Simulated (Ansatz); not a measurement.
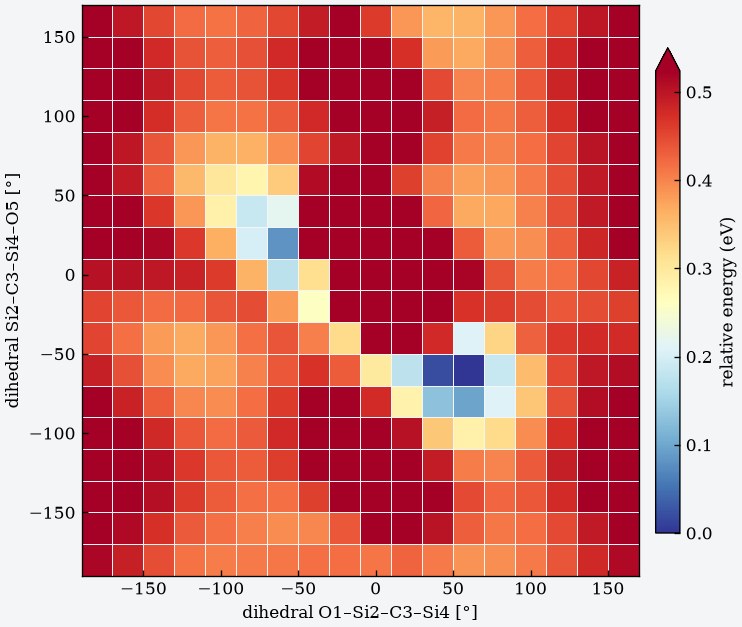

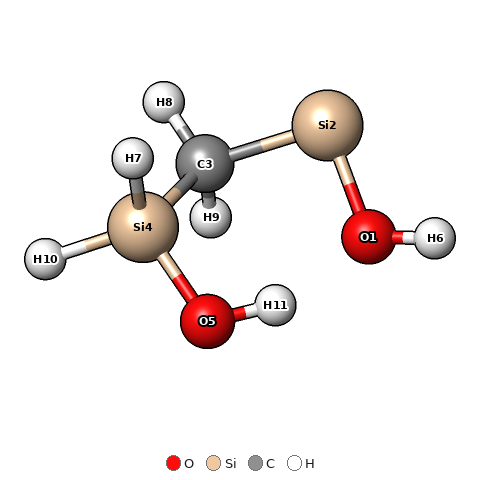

Energy landscape of CH₆O₂Si₂. 
- Coordinates scanned: (1) dihedral O1–Si2–C3–Si4; (2) dihedral Si2–C3–Si4–O5.
- Nothing is relaxed (all other coordinates rigid).
- The grid has 18 × 18 points.
- Energies: eV, counted from the lowest grid point.
- Energies and slopes of some neighbouring points disagree (a jump in structure or state, or too coarse a mesh).
- These are results of Ansatz 0.2.0, RKS SPW92 (LDA)/def2-SVP, not measurements.

The picture shows one coloured cell a grid point, one colour for all values above the top of the scale. The second picture is the structure at the lowest point.

### What does the map say about the system?

The lowest grid point is at dihedral O1–Si2–C3–Si4 = 60°, dihedral Si2–C3–Si4–O5 = −60°. Other grid points that lie below all their neighbours: dihedral O1–Si2–C3–Si4 = −60°, dihedral Si2–C3–Si4–O5 = 20° (0.082 eV higher); dihedral O1–Si2–C3–Si4 = 40°, dihedral Si2–C3–Si4–O5 = 160° (0.360 eV higher); dihedral O1–Si2–C3–Si4 = −120°, dihedral Si2–C3–Si4–O5 = −60° (0.369 eV higher). The highest grid point, dihedral O1–Si2–C3–Si4 = 0°, dihedral Si2–C3–Si4–O5 = 0°, lies 3.351 eV above the lowest.

Each point was launched as `ansatz run input.yaml --threads 1 --pin off --max-ram 2560MiB --backend cpu --events-out ev --progress --plain --runs-dir out`. Time for the 324 points that were run: 9.4 min on 1 thread of AMD EPYC 9R14 (Zen 4), with other jobs on the host.
